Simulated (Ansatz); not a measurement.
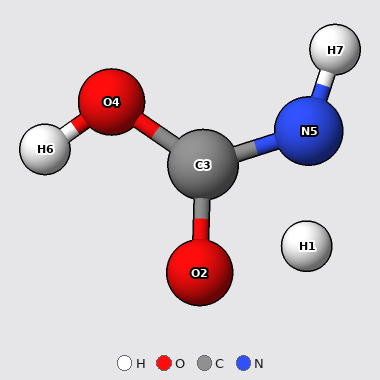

The system is the reacting system CH₃NO₂ (one molecule; an intramolecular 1,3-shift); the picture shows the reference structure. 
- The first coordinate is: distance H1–N5 (bond that forms); the second: distance H1–O2 (bond that breaks).
- Relaxed at each point: all other coordinates.
- The scan uses a 13 × 13 grid.
- Points are written as (first, second).
- Energies: kJ/mol, counted from the lowest grid point.
- Energies and slopes of some neighbouring points disagree (a jump in structure or state, or too coarse a mesh). The reference is spin-restricted, so regions where a bond is pulled apart into radicals lie too high.
- Theory: Ansatz 0.2.0, RHF/def2-SVP.

Its coordinates:

```xyz
7

H     1.0659   -0.7234   -0.7224
O     0.7678   -0.9750    0.4959
C    -0.0181   -0.0491    0.1499
O    -0.9075    0.4675    0.9471
N     0.2191    0.2650   -1.0746
H    -0.8630    0.0451    1.7953
H    -0.2642    0.9700   -1.5913
```

Range: distance H1–N5 (bond that forms) from 0.918 to 2.118 Å; distance H1–O2 (bond that breaks) from 0.873 to 2.373 Å.

### Predict the map.

The lowest grid point is at (0.972 Å, 2.373 Å). It lies at the edge of the scanned range, so the true minimum may lie outside. The energy also falls towards the edge at (2.118 Å, 0.940 Å) (95 kJ/mol above the lowest), where a further well may lie outside the range. The highest grid point, (0.918 Å, 0.873 Å), lies 998 kJ/mol above the lowest.

| second ↓, first → | 0.918 | 0.972 | 1.046 | 1.130 | 1.222 | 1.320 | 1.423 | 1.530 | 1.641 | 1.756 | 1.873 | 1.994 | 2.118 |
| --- | --- | --- | --- | --- | --- | --- | --- | --- | --- | --- | --- | --- | --- |
| 2.373 | 16 | 0 | 5 | 34 | 84 | 146 | 215 | 286 | 357 | 426 | 491 | 552 | 610 |
| 2.218 | 28 | 11 | 16 | 45 | 94 | 164 | 224 | 295 | 366 | 435 | 500 | 561 | 618 |
| 2.067 | 47 | 30 | 34 | 62 | 110 | 180 | 238 | 308 | 378 | 445 | 509 | 568 | 623 |
| 1.920 | 76 | 58 | 60 | 86 | 140 | 200 | 267 | 323 | 390 | 455 | 515 | 569 | 605 |
| 1.777 | 116 | 95 | 94 | 117 | 167 | 222 | 283 | 345 | 399 | 456 | 500 | 532 | 551 |
| 1.638 | 167 | 143 | 137 | 154 | 197 | 244 | 295 | 346 | 392 | 429 | 456 | 472 | 482 |
| 1.504 | 232 | 203 | 189 | 202 | 227 | 261 | 298 | 333 | 361 | 381 | 394 | 400 | 403 |
| 1.375 | 319 | 280 | 253 | 246 | 254 | 270 | 288 | 304 | 314 | 320 | 321 | 320 | 319 |
| 1.253 | 417 | 365 | 320 | 292 | 279 | 273 | 269 | 266 | 260 | 254 | 247 | 241 | 236 |
| 1.138 | 535 | 464 | 395 | 343 | 304 | 274 | 249 | 229 | 210 | 194 | 181 | 170 | 162 |
| 1.033 | 676 | 582 | 485 | 404 | 339 | 286 | 243 | 207 | 178 | 154 | 135 | 121 | 111 |
| 0.940 | 841 | 723 | 596 | 487 | 396 | 323 | 264 | 216 | 177 | 147 | 123 | 106 | 95 |
| 0.873 | 998 | 859 | 708 | 577 | 468 | 380 | 309 | 252 | 208 | 173 | 146 | 127 | 115 |

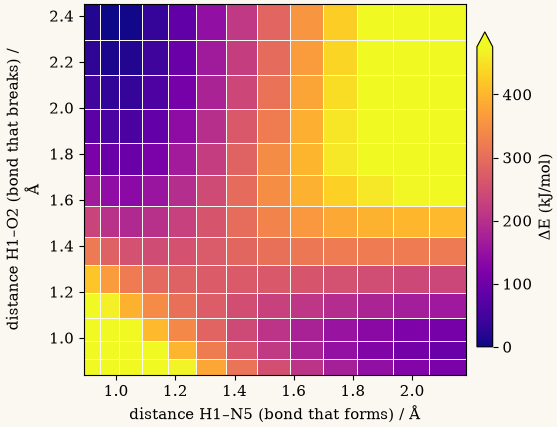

The picture shows one coloured cell a grid point, one colour for all values above the top of the scale.

Each point was launched as `ansatz run input.yaml --threads 1 --pin off --max-ram 2560MiB --backend cpu --events-out ev --progress --plain --runs-dir out`. Time for the 169 points that were run: 15 min on 1 thread of Arm Neoverse V2, with other jobs on the host.
